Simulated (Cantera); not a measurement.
A closed system holds: 1 mol BN, 0.12 mol H2O, at 1552 °C.

Method: chemical equilibrium by Gibbs-energy minimisation in Cantera with the NASA 1993 tables (ideal gas, pure condensed phases). Candidate condensed phases: B, BN, B2O3, B3O3H3, H2O; 39 gas species. Mutual solubility and eutectic melting of coexisting phases are not modelled. The tables' values for BH2 are old estimates; treat these amounts as uncertain. Kinetics and transport are ignored.

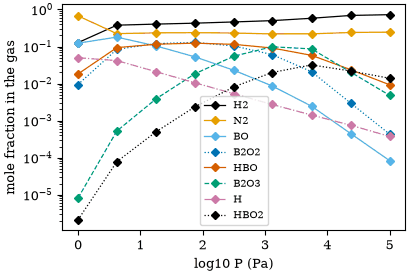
Figure: Equilibrium gas composition (values under 1e-9 drawn at 1e-9)

Read off the mole fractions at 18.0 Pa.

H2 about 0.40, N2 about 0.23, B2O2 about 0.12, HBO about 0.12, BO about 0.10, H about 0.021, B2O3 about 0.0039, HBO2 about 0.00050.
